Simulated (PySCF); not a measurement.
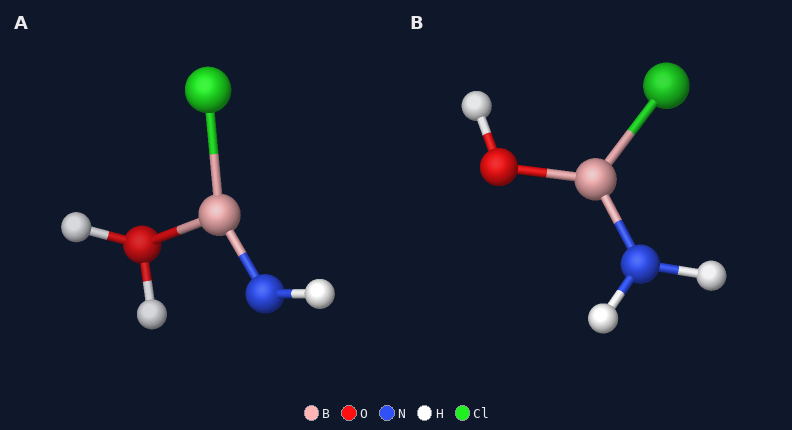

2 stationary structures of one formula. Geometries: PBE0-D4/def2-TZVP. Electronic energies: CCSD(T)/CBS (MP2 limit from def2-TZVPP and def2-QZVPP plus CCSD(T) − MP2) (PySCF 2.14.0), without zero-point energy. No frequency run is at hand to confirm each as a minimum. Each is one conformer, not always the lowest.

Question: Rank them by energy, lowest first.

Answer: B is lowest (Cs); A lies 2.889 eV above it (C1).

Give E(B) − E(A) in eV at these levels too: PBE0-D4/def2-TZVPP; RHF-MP2 (frozen core)/def2-QZVPP; PBE0-D4/def2-TZVP; B3LYP-D4/def2-TZVPP; RHF/STO-3G; B3LYP-D4/6-31G; PBE0-D4/def2-SVP; RHF-CCSD(T) (frozen core)/def2-SVP.

| level | E(B) − E(A) (eV) |
| --- | --- |
| PBE0-D4/def2-TZVPP | −2.927 |
| RHF-MP2 (frozen core)/def2-QZVPP | −2.880 |
| PBE0-D4/def2-TZVP | −2.944 |
| B3LYP-D4/def2-TZVPP | −2.910 |
| RHF/STO-3G | −3.506 |
| B3LYP-D4/6-31G | −3.030 |
| PBE0-D4/def2-SVP | −2.989 |
| RHF-CCSD(T) (frozen core)/def2-SVP | −2.954 |
